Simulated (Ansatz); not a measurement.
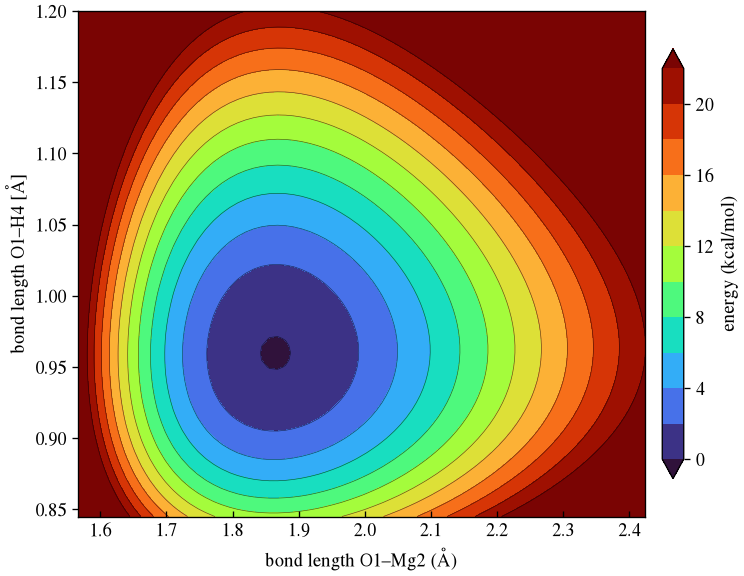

Energy landscape of H₃MgOSi, SMILES [OH][Mg][SiH2-], charge −1. 
- Coordinates scanned: (1) bond length O1–Mg2; (2) bond length O1–H4.
- Nothing is relaxed (all other coordinates rigid).
- The scan uses a 15 × 15 grid.
- Points are written as (first, second).
- Energies: kcal/mol, counted from the lowest grid point.
- All numbers below come from RHF-MP2, frozen core/def2-TZVPD (Ansatz 0.2.0).

Drawn: filled contours, one colour for all values above the top of the scale. Between grid points the surface is interpolated. 

> Where are the wells?

The lowest grid point is at (1.873 Å, 0.971 Å). It is the only kind of minimum in the scanned range. The highest grid point, (1.566 Å, 1.200 Å), lies 46.9 kcal/mol above the lowest. Round the minimum the two coordinates are nearly uncoupled.

Grid values (kcal/mol):

```csv
"bond length O1–H4 ↓, bond length O1–Mg2 →",1.566,1.628,1.689,1.750,1.812,1.873,1.934,1.995,2.057,2.118,2.179,2.240,2.302,2.363,2.424
1.200,46.9,35.8,28.7,24.4,22.2,21.5,22.1,23.5,25.5,27.9,30.6,33.5,36.5,39.5,42.4
1.174,43.4,32.2,25.1,20.8,18.6,18.0,18.6,20.0,22.0,24.4,27.1,30.0,33.0,36.0,39.0
1.149,40.1,28.9,21.8,17.5,15.3,14.7,15.3,16.7,18.8,21.2,23.9,26.8,29.8,32.8,35.8
1.124,36.9,25.8,18.7,14.4,12.2,11.6,12.2,13.6,15.7,18.2,20.9,23.8,26.8,29.8,32.9
1.098,33.9,22.8,15.7,11.4,9.2,8.7,9.3,10.7,12.8,15.2,18.0,20.9,24.0,27.0,30.0
1.073,31.3,20.2,13.1,8.8,6.6,6.1,6.7,8.2,10.3,12.7,15.5,18.4,21.5,24.5,27.6
1.047,29.0,17.8,10.7,6.5,4.3,3.8,4.4,5.9,8.0,10.5,13.3,16.2,19.3,22.3,25.4
1.022,27.2,16.0,8.9,4.7,2.5,2.0,2.6,4.1,6.2,8.8,11.5,14.5,17.6,20.7,23.7
0.997,25.8,14.7,7.6,3.3,1.2,0.7,1.4,2.9,5.0,7.5,10.3,13.3,16.4,19.5,22.6
0.971,25.1,13.9,6.8,2.6,0.5,0.0,0.7,2.2,4.3,6.9,9.7,12.7,15.8,18.9,22.0
0.946,25.1,13.9,6.8,2.6,0.5,0.0,0.7,2.3,4.4,7.0,9.8,12.8,16.0,19.1,22.2
0.921,26.0,14.8,7.7,3.5,1.4,0.9,1.6,3.2,5.4,7.9,10.8,13.8,17.0,20.1,23.2
0.895,27.9,16.7,9.6,5.4,3.4,2.9,3.6,5.2,7.4,10.0,12.8,15.9,19.0,22.2,25.3
0.870,31.0,19.8,12.7,8.5,6.5,6.0,6.8,8.3,10.5,13.2,16.0,19.1,22.3,25.4,28.6
0.845,35.4,24.3,17.2,13.0,10.9,10.5,11.3,12.9,15.1,17.7,20.6,23.7,26.9,30.0,33.2
```

The whole map (225 points run) took 50 min on 1 thread of Arm Neoverse N1 (shared host).
